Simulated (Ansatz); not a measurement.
# quartet [OF2]+ at 6 levels

We compute a comparison of 6 runs (UHF/3-21G, UCAM-B3LYP/cc-pVTZ, RPA@PBE/cc-pVTZ, RPA@PBE0/cc-pVTZ, UCCSD/cc-pVTZ, UCCSD(T)/cc-pVTZ) of quartet [OF2]+. 

The calculation is run with Ansatz 0.2.0.

4 further runs of the same task are left out: 4 that didn't finish.

### Step 1. The structure to begin with

[OF2]+: 3 atoms, total charge +1, spin state quartet. SMILES of the parent species: `F[O+]F`. The shape is that of a PBE0-D4/def2-TZVP optimisation. That shape belongs to the parent species and isn't relaxed for this state.

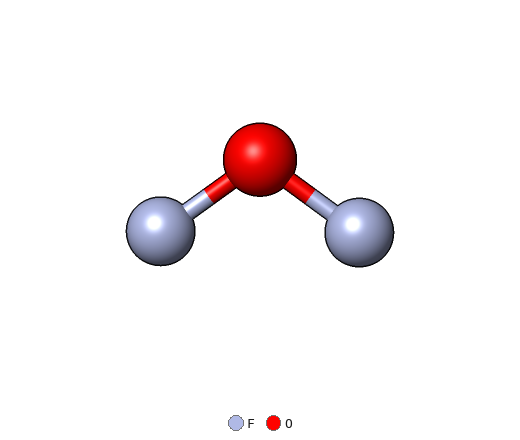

The structure, seen from a chosen angle (fluorine light blue, oxygen red).

### Step 2. The energy at UHF/3-21G (run 1)

input.yaml reads:

```yaml
crystal:
  periodic: [false, false, false]
  atoms:
    - {symbol: F, position_ang: [0.920200, -0.309010, 0.473410]}
    - {symbol: O, position_ang: [0.000640, 0.505210, 0.055670]}
    - {symbol: F, position_ang: [-0.920840, -0.196190, -0.529090]}
basis:
  gaussian:
    orbitals: 3-21G.json
total_charge: 1
magnetization:
  spin_polarized: true
  initial_magnetization: 3
hamiltonian:
  xc: hf
accuracy: high
output: {orbitals: {seedname: orbitals}}
```

The basis set 3-21G is read from a file made from the Basis Set Exchange's data (not shown).

The run is started by

```sh
$ ansatz run input.yaml --threads 1 --pin off --max-ram 3480MiB --events-out events.jsonl --progress --plain --runs-dir runs
```

Output:

```text
Warning: RAYON_NUM_THREADS=1 ignored (pool sized by the plan → 1); use --threads N
Functional definition: HF
  name "HF"
  exchange = exact_x
  correlation = 0
464 factors; integrals over basis functions are off by at most 2.1e-9 eV
mean field evaluation 1: about -7378.8550 eV, gradient 2.2e1 eV
mean field evaluation 2: about -7378.9143 eV, gradient 2.3e1 eV
mean field evaluation 4: about -7381.2356 eV, gradient 4.4e0 eV
mean field evaluation 8: about -7381.6082 eV, gradient 5.7e-1 eV
mean field evaluation 16: about -7381.6150 eV, gradient 1.7e-2 eV
mean field evaluation 32: about -7377.0528 eV, gradient 2.4e1 eV
mean field evaluation 64: about -7370.6799 eV, gradient 2.5e1 eV
mean field evaluation 96: about -7378.2726 eV, gradient 1.5e1 eV
mean field evaluation 128: about -7381.6150 eV, gradient 2.9e-2 eV
mean field evaluation 160: about -7381.6150 eV, gradient 1.7e-7 eV
mean field -7383.09736363 eV, -271.3238236703 hartree, gradient 2.3e-8 eV, S^2 3.768149; 5 other end points of the search recorded, 0 dependent functions left out
reference -7383.09736363 eV, -271.3238236703 hartree; 14, 11 occupied and 13, 16 virtual orbitals, 464 factors
Total energy: -7383.09736363 eV, -271.3238236703 hartree
```

Run time: 0.56 s. Hardware: 1 thread of Arm Neoverse V1, shared host.

### Step 3. The energy at UCAM-B3LYP/cc-pVTZ (run 2)

in.yaml reads:

```yaml
crystal:
  periodic: [false, false, false]
  atoms:
    - {symbol: F, position_ang: [0.920200, -0.309010, 0.473410]}
    - {symbol: O, position_ang: [0.000640, 0.505210, 0.055670]}
    - {symbol: F, position_ang: [-0.920840, -0.196190, -0.529090]}
basis:
  gaussian: {orbitals: cc-pVTZ}
total_charge: 1
magnetization: {spin_polarized: true, initial_magnetization: 3}
hamiltonian: {xc: {name: CAM-B3LYP}}
accuracy: high
output: {orbitals: {seedname: orbitals}}
```

The run is started by

```sh
$ ansatz run in.yaml --threads 1 --pin off --max-ram 3480MiB --events-out events.jsonl --progress --plain --runs-dir runs
```

Output, cut to the lines that bear on the results:

```text
Warning: RAYON_NUM_THREADS=1 ignored (pool sized by the plan → 1); use --threads N
Functional definition: CAM-B3LYP
  name "CAM-B3LYP"
[...]
1483 factors; integrals over basis functions are off by at most 2.4e-9 eV
194 factors; integrals over basis functions are off by at most 2.0e-9 eV
[...]
mean field -7454.77763089 eV, -273.9580249053 hartree, gradient 2.0e-8 eV, S^2 3.759502; 5 other end points of the search recorded, 0 dependent functions left out
reference -7454.77763932 eV, -273.9580252151 hartree; 14, 11 occupied and 76, 79 virtual orbitals, 1483 factors
Total energy: -7454.77763932 eV, -273.9580252151 hartree
```

It took 11 s on 1 thread of Arm Neoverse V1, shared host; peak memory 0.27 GiB.

Runs 3 to 5 aren't shown in full; the table further down has their settings and results.

### Step 4. The energy at UCCSD(T)/cc-pVTZ (run 6)

job.yaml reads:

```yaml
crystal:
  periodic: [false, false, false]
  atoms:
    - symbol: F
      position_ang: [0.920200, -0.309010, 0.473410]
    - symbol: O
      position_ang: [0.000640, 0.505210, 0.055670]
    - symbol: F
      position_ang: [-0.920840, -0.196190, -0.529090]
basis:
  gaussian: {orbitals: cc-pVTZ}
correlation: {method: ccsd_t, frozen_orbitals: {F: 1, O: 1}}
total_charge: 1
accuracy: high
magnetization: {spin_polarized: true, initial_magnetization: 3}
scf: {omitted_lower_state_checks: [cluster_reference, increment]}
```

The run is started by

```sh
$ ansatz run job.yaml --threads 1 --pin off --max-ram 3480MiB --events-out events.jsonl --progress --plain --runs-dir runs
```

Output, cut to the lines that bear on the results:

```text
Warning: RAYON_NUM_THREADS=1 ignored (pool sized by the plan → 1); use --threads N
[... 2 set-up lines as earlier in the session ...]
[...]
1483 factors; integrals over basis functions are off by at most 2.4e-9 eV
[...]
mean field -7426.30309679 eV, -272.9116050782 hartree, gradient 2.4e-8 eV, S^2 3.775809; 8 other end points of the search recorded, 0 dependent functions left out
3 core orbitals not correlated: weight in the atoms' cores, before any rotation towards them, 1.000 or more for the frozen orbitals, at most 0.000 for the correlated occupied ones
reference -7426.30309679 eV, -272.9116050782 hartree; 11, 8 occupied and 76, 79 virtual orbitals, 1483 factors
second order -17.31125414 eV of doubles, -0.00000000 eV of singles
cycle   1  -17.37426248 eV  change   -6.3e-2 eV  update   1.1e-1
[...]
cycle  37  -18.14927730 eV  change   6.3e-10 eV  update   2.2e-9
perturbative correction -0.67041896 eV, -0.0246374424 hartree
Total energy: -7445.12279306 eV, -273.6032161595 hartree
Checks for a lower state left out: cluster_reference, increment
```

It took 41 s on 1 thread of Arm Neoverse V1, shared host; peak memory 0.81 GiB.

### Step 5. All runs side by side

| run | level | frozen core orbitals | energy (Eh) | ⟨S²⟩ | wall time |
| --- | --- | --- | --- | --- | --- |
| 1 | UHF/3-21G | – | -271.323824 | 3.768 | 0.56 s |
| 2 | UCAM-B3LYP/cc-pVTZ | – | -273.958025 | 3.760 | 11 s |
| 3 | RPA@PBE/cc-pVTZ | 3 | -273.919387 | 3.756 | 28 s |
| 4 | RPA@PBE0/cc-pVTZ | 3 | -273.837005 | 3.760 | 15 s |
| 5 | UCCSD/cc-pVTZ | 3 | -273.578579 | 3.776 | 36 s |
| 6 | UCCSD(T)/cc-pVTZ | 3 | -273.603216 | 3.776 | 41 s |

### Step 6. Results

| quantity | value |
| --- | --- |
| run 6: total energy | -273.60322 Eh |
| run 6: correlation energy (3 core orbitals frozen) | -691.6 mEh |
| run 6: (T) correction | -24.64 mEh |
| run 6: ⟨S²⟩ of the reference determinant | 3.776 |
| run 6: T1 diagnostic | 0.041 |

All runs together took 2.2 min, the longest 41 s.
